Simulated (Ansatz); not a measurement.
**Fields on a plane of PbSe (rock salt)**

```
CELL_PARAMETERS angstrom
      0.00000     3.05077     3.05077
      3.05077     0.00000     3.05077
      3.05077     3.05077     0.00000
ATOMIC_POSITIONS crystal
  Se 0.00000 0.00000 0.00000
  Pb 0.50000 0.50000 0.50000
```

The slice is a {100} plane (indices of the conventional cell) through the point (0.000, 0.000, 0.000) (fractional), spanned by u = [100] and v = [0 1 -1] in vectors of this cell: u (4.31 Å) and v (4.31 Å, at 90° to u). It covers one period; positions are fractions (u, v).

Atoms on it: Se at (0.00, 0.00); Pb at (0.50, 0.50).

The numbers are results of PBEsol (plane waves to 420 eV, PAW, scalar-relativistic; Ansatz, a quantum-chemistry and plane-wave program), not measurements. k mesh 9×9×9. These are valence fields of a PAW run, semicore shells included where kept as valence: close to a nucleus they are smooth pseudo fields. PbSe was relaxed with its symmetry unable to fall. Spin-orbit coupling is left out, though Pb is heavy. The PAW data are Ansatz's earlier set.

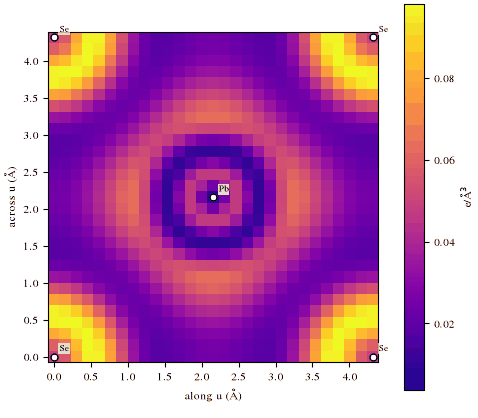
Figure. Density of the lowest conduction band (whole band as if filled, smooth part) in e/Å³, one period of the plane, atoms marked. 

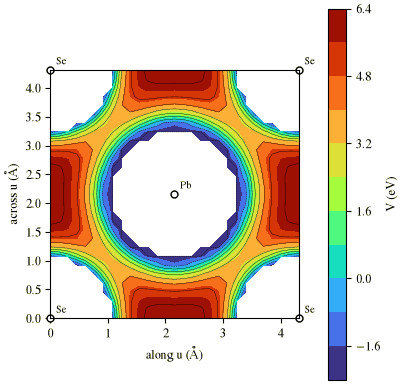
*Electrostatic potential energy of an electron, from the cell's mean, in eV, one period of the plane, atoms marked. Points within 1 Å of a nucleus are left white, as the pseudised field means little there. Values under -2 eV are set to -2. The zero, the cell's mean, hangs on the PAW cores.*

| Item | Value |
|---|---|
| Density on the Se–Pb line (3.05 Å) at its midpoint | 0.22 e/Å³ |
| ELF at that point | 0.29 |
